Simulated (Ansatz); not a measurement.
```cif
data_structure
_symmetry_space_group_name_H-M 'P 1'
_symmetry_Int_Tables_number 1
_cell_length_a 4.5804
_cell_length_b 4.5804
_cell_length_c 4.5804
_cell_angle_alpha 90.000
_cell_angle_beta 90.000
_cell_angle_gamma 90.000
_cell_volume 96.09
loop_
_atom_site_label
_atom_site_type_symbol
_atom_site_fract_x
_atom_site_fract_y
_atom_site_fract_z
_atom_site_occupancy
Ce1 Ce 0.00000 0.50000 0.50000 1
Ce2 Ce 0.50000 0.50000 0.00000 1
Ce3 Ce 0.50000 0.00000 0.50000 1
Si1 Si 0.00000 0.00000 0.00000 1
```

Space group Pm-3m; started from the antiAuCu3 prototype, which need not be the ambient phase; the SCF solution may not be the lowest one; no Hubbard U on the f states and no spin–orbit coupling; spin-polarised.

These are results of DFT PBE, scalar-relativistic, plane waves, PAW in Ansatz, not measurements.

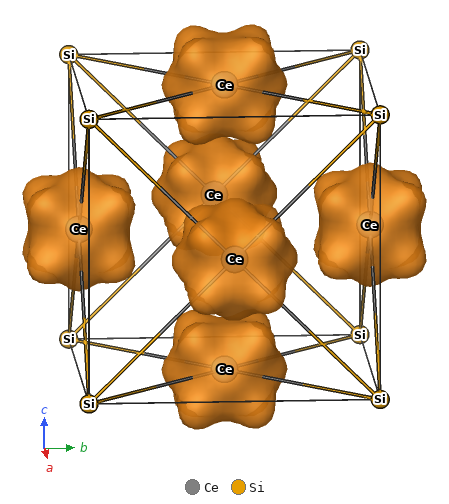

Ce3Si. Isosurface of the magnetisation density (up minus down) at +0.03 e/Å³ (orange), seen at an oblique angle. Sticks mark near contacts.

The density is the valence pseudo-density of a PAW calculation; it isn't the true density close to the nuclei.

### Which atoms carry the moments, and with what signs?

The spin density sits on Ce: +0.6 μB (×3) in one cell of 4 atoms: parallel main moments (a ferromagnetic arrangement) in this solution. The cell of the calculation (4 atoms) carries 1.9 μB of net spin moment.
